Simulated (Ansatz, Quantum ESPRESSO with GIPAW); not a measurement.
# Reading a 13C spectrum of C6H12N3PS

A crystal of composition C6H12N3PS (one database entry, not always the ambient form) has the 13C spectrum and parameters below, calculated by GIPAW (PBEsol; shifts against TMS, scatter of the reference line 0.8 ppm; spans on the shift scale).

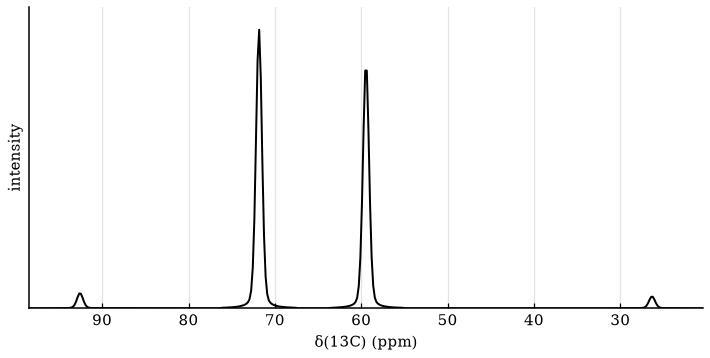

Simulated spectrum: 13C MAS at 5 kHz, 14.1 T (151.0 MHz), lines broadened by 0.8 ppm; rigid lattice, with dipolar and J couplings left out. Lines over 1.5 % of the strongest (ppm: area): 92.6: 0.06, 71.8: 1.00, 59.4: 0.90, 26.3: 0.04.

```
line  δ_iso (ppm)  relative area  span (ppm)   skew
   A         71.8              1        18.9  -0.47
   B         59.4              1        46.8   0.76
```

**Question.** What do these values say of the surroundings and site symmetry of C?

The bonded neighbours set the region: A with N2H2; B with NH2P. The structure behind these values (space group R3m; other structures could give like values):

```
line  surroundings  neighbours     bonds (Å)  site symmetry
   A         CN2H2           4  1.11 to 1.47              m
   B         CNH2P           4  1.10 to 1.84              m
```

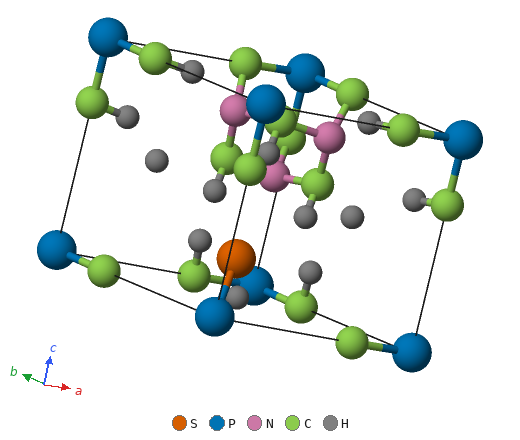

The structure (sulfur orange, phosphorus blue, nitrogen pink, carbon green, hydrogen grey). Bonds to atoms that aren't drawn are left out. Some periodic images of atoms are drawn too.

[Banner, clock, file and message-heading lines were taken out of the pw.x and gipaw.x logs.]

[Logs are printed without paths, hosts, clocks, repeated set-up lines and the standing remarks that a program may print on its own settings, such as how far it seeks lower states.]

[Hosts, paths, dates, database ids (printed as entryN), source tags and the programs' standing remarks are cut or masked in the printed files.]
